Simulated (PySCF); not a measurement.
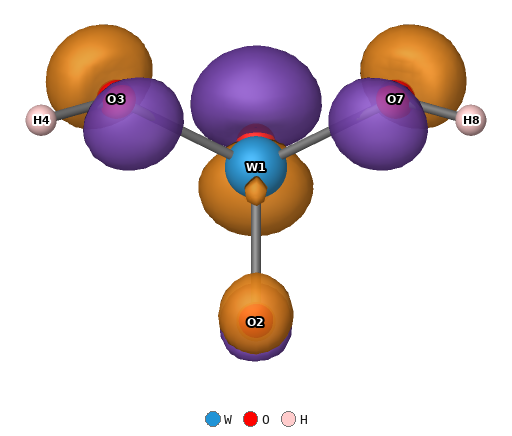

*H₃O₄W (charge +1). The HOMO−1 at ±0.2 Å⁻³ᐟ² (orange and purple are the two phases), seen from one side.*

Core potentials replace the inner electrons of W.

These are results of PySCF, RKS PBE, W def2-SVP with ECP60, O def2-SVP, H def2-SVP; non-relativistic Hamiltonian with scalar-relativistic core potentials where named; density fitting, not measurements.

```
atom    x (Å)    y (Å)    z (Å)
   W  -0.2849   0.0000   0.2187
   O   0.6209   0.0000   1.6464
   O   0.1383   1.5062  -0.7446
   H   0.6931   2.3148  -0.7224
   O  -2.0695   0.0000   0.6579
   H  -2.6780   0.0000   1.4273
   O   0.1383  -1.5062  -0.7446
   H   0.6931  -2.3148  -0.7224
```

**What is the character of this orbital?**

Its weight (Hirshfeld) is mainly on O5 (about 40 %), O3 (about 20 %), O7 (about 20 %), O2 (about 10 %) and W1 (about 10 %); largely a combination of lone pairs on O5, O3, O7 and O2. It is one of a degenerate set, so its orientation is arbitrary. Its energy is −14.02 eV.
